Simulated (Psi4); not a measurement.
# AlH3Cl− (SMILES [H][Al-]([H])([H])[Cl]): B2PLYP/6-311+G(d,p) (density fitting, density fitting for correlation, sweep point 3)

Aim: the vertical electron affinity of AlH3Cl− at B2PLYP/6-311+G** (density fitting, density fitting for correlation, sweep point 3), from 2 runs. 

The calculation is run with Psi4 1.11.

4 further runs of the same task are left out: 4 set aside as unsound or not needed.

### Step 1. The structure to begin with

AlH3Cl− has 5 atoms, charge -1, and is taken as a singlet. As SMILES, `[H][Al-]([H])([H])[Cl]`. The shape comes from GFN2-xTB, which is rough for such elements, and wasn't checked as a minimum.

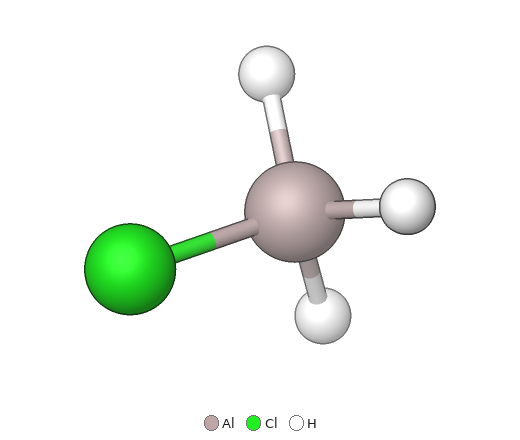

Viewed from a chosen angle; aluminium light grey, chlorine green, hydrogen white.

### Step 2. A single-point energy at B2PLYP/6-311+G(d,p) (density fitting, density fitting for correlation, sweep point 3)

alclh3.dat reads:

```
memory 1600 MB

molecule mol {
  -1 1
  Al    -0.002450     0.000420    -0.134210
  Cl     0.013850    -0.018360     1.961810
  H      1.532100     0.011680    -0.616990
  H     -0.775390     1.334390    -0.590440
  H     -0.768110    -1.328130    -0.620160
  symmetry c1
}

set {
  basis                6-311+G**
  puream               true
  scf_type             df
  num_frozen_docc      10
  dft_radial_points    35
  dft_spherical_points 110
}

e_tot, wfn = energy('b2plyp', return_wfn=True)
```

Command:

```console
psi4 -i alclh3.dat -o alclh3.out -n 1
```

alclh3.out, cut to the lines that bear on the results:

```text
[...]
  Running in c1 symmetry.
[...]
  Nuclear repulsion =   78.229455153542773
[...]
  Multiplicity = 1
[...]
  Nalpha       = 17
  Nbeta        = 17
[...]
    Number of basis functions: 78
[...]
   @DF-RKS iter   1:  -704.13318387463562   -5.05454e-01   4.48474e-03 ADIIS/DIIS
[...]
   @DF-RKS iter   7:  -704.20056897941754   -1.41212e-08   4.16462e-07 DIIS
[...]
    Orbital Energies [Eh]
    ---------------------
    Doubly Occupied:
       1A   -102.700480     2A    -56.818945     3A     -9.698954
       4A     -7.337635     5A     -7.335220     6A     -7.335218
       7A     -4.217554     8A     -2.674631     9A     -2.671710
      10A     -2.671705    11A     -0.722590    12A     -0.302415
      13A     -0.203529    14A     -0.203376    15A     -0.203360
      16A     -0.134037    17A     -0.133664
[...]
  @DF-RKS Final Energy:  -704.20056897941754
   => Energetics <=
    Nuclear Repulsion Energy =             78.2294551535427729
    One-Electron Energy =               -1137.6884687421509170
    Two-Electron Energy =                 378.2874861833860223
    DFT Exchange-Correlation Energy =     -23.0290415741955243
    Empirical Dispersion Energy =           0.0000000000000000
    VV10 Nonlocal Energy =                  0.0000000000000000
    Total Energy =                       -704.2005689794175396
[...]
 Multipole Moments:
 ------------------------------------------------------------------------------------
     Multipole            Electronic (a.u.)      Nuclear  (a.u.)        Total (a.u.)
 ------------------------------------------------------------------------------------
 L = 1.  Multiply by 2.5417464519 to convert [e a0] to [Debye]
 Dipole X            :          0.0297771           -0.0271630            0.0026141
 Dipole Y            :         -0.0554930            0.0423776           -0.0131153
 Dipole Z            :          5.4549652           -4.3269246            1.1280406
 Magnitude           :                                                    1.1281198
[...]
```

Run time: 1.8 s. Hardware: 1 thread of Intel Xeon Platinum 8488C (Sapphire Rapids), shared host; peak memory 0.24 GiB.

### Step 3. Doublet [AlH3Cl]2−

alclh3.in reads:

```
memory 1600 mb

molecule {
  -2 2
  Al    -0.002450     0.000420    -0.134210
  Cl     0.013850    -0.018360     1.961810
  H      1.532100     0.011680    -0.616990
  H     -0.775390     1.334390    -0.590440
  H     -0.768110    -1.328130    -0.620160
  symmetry c1
}

set globals {
  reference uks
  puream true
  scf_type df
  num_frozen_docc 10
  dft_radial_points 35
  dft_spherical_points 110
  maxiter 150
}

energy("b2plyp/6-311+G**")
```

Command:

```console
psi4 -n 1 alclh3.in alclh3.out
```

alclh3.out, cut to the lines that bear on the results:

```text
[...]
  Running in c1 symmetry.
[...]
  Nuclear repulsion =   78.229455153542773
[...]
  Multiplicity = 2
[...]
  Nalpha       = 18
  Nbeta        = 17
[...]
    Number of basis functions: 78
[...]
   @DF-UKS iter   1:  -703.78345615182252   -1.55726e-01   5.96094e-03 ADIIS/DIIS
[...]
   @DF-UKS iter  10:  -704.03214911536861   -8.32382e-07   6.78182e-07 DIIS
[...]
   @S^2 Observed:                7.500632698E-01
[...]
    Orbital Energies [Eh]
    ---------------------
    Alpha Occupied:
       1A   -102.590903     2A    -56.698316     3A     -9.589549
       4A     -7.228070     5A     -7.225738     6A     -7.225736
       7A     -4.096960     8A     -2.554064     9A     -2.550945
      10A     -2.550939    11A     -0.613302    12A     -0.186729
      13A     -0.092816    14A     -0.092803    15A     -0.086821
      16A     -0.013702    17A     -0.013355    18A      0.189194
    Alpha Virtual:
      19A      0.251730    20A      0.251754    21A      0.259178
      22A      0.324268    23A      0.337276    24A      0.337302
      25A      0.390408    26A      0.401390    27A      0.401831
[...]
  @DF-UKS Final Energy:  -704.03214911536861
   => Energetics <=
    Nuclear Repulsion Energy =             78.2294551535427729
    One-Electron Energy =               -1141.4260877866927331
    Two-Electron Energy =                 382.2312284766680932
    DFT Exchange-Correlation Energy =     -23.0667449588867832
    Empirical Dispersion Energy =           0.0000000000000000
    VV10 Nonlocal Energy =                  0.0000000000000000
    Total Energy =                       -704.0321491153686111
[...]
 Multipole Moments:
 ------------------------------------------------------------------------------------
     Multipole            Electronic (a.u.)      Nuclear  (a.u.)        Total (a.u.)
 ------------------------------------------------------------------------------------
 L = 1.  Multiply by 2.5417464519 to convert [e a0] to [Debye]
 Dipole X            :          0.0705092           -0.0271630            0.0433462
 Dipole Y            :         -0.1029994            0.0423776           -0.0606218
 Dipole Z            :         10.4970355           -4.3269246            6.1701109
 Magnitude           :                                                    6.1705609
[...]
```

Wall time 2.1 s (1 thread of Intel Xeon Platinum 8488C (Sapphire Rapids), shared host); peak memory 0.24 GiB.

### Step 4. Summary of results

At B2PLYP/6-311+G** (density fitting, density fitting for correlation, sweep point 3), 10 core orbitals frozen:

```
                                                                    quantity          value
                                               singlet AlH3Cl−: total energy  -704.27624 Eh
                          singlet AlH3Cl−: HOMO energy (SCF part's orbitals)       -3.64 eV
                          singlet AlH3Cl−: LUMO energy (SCF part's orbitals)        4.24 eV
      singlet AlH3Cl−: HOMO–LUMO gap (to an unbound level, set by the basis)        7.88 eV
                                            doublet [AlH3Cl]2−: total energy  -704.10906 Eh
doublet [AlH3Cl]2−: HOMO energy (SCF part's orbitals) (highest over α and β)        5.15 eV
 doublet [AlH3Cl]2−: LUMO energy (SCF part's orbitals) (lowest over α and β)        6.85 eV
                                                    doublet [AlH3Cl]2−: ⟨S²⟩          0.750
                         vertical electron affinity (to the doublet dianion)      -4.549 eV
```

**Reading.** The dianion lies 4.55 eV (105 kcal/mol) above the anion: the electron isn't bound at this level, and such a value depends on the basis. The HOMO (doublet [AlH3Cl]2−) lies at positive energy, 5.15 eV; only total energies tell whether the electron is bound.
